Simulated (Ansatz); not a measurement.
Base system: CdF$_{2}$ in the fluorite structure (space group Fm-3m, No. 225; a = 5.3840 Å).

The same geometry is solved again with r2SCAN.

Levels (all Ansatz, a first-principles code, PAW): r2SCAN (500 eV, spin-orbit coupling left out); PBEsol (420 eV, without spin-orbit coupling).

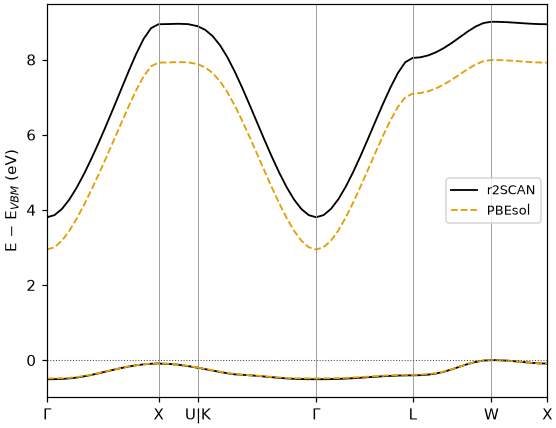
Figure: Highest valence and lowest conduction band along the path, each from its own valence-band maximum

Problem. Read the r2SCAN gap and its character from the plot.

Solution. About 3.8 eV, indirect, W → Γ.

Single points use the geometry relaxed with PBEsol. Stability against distortions was not tested.
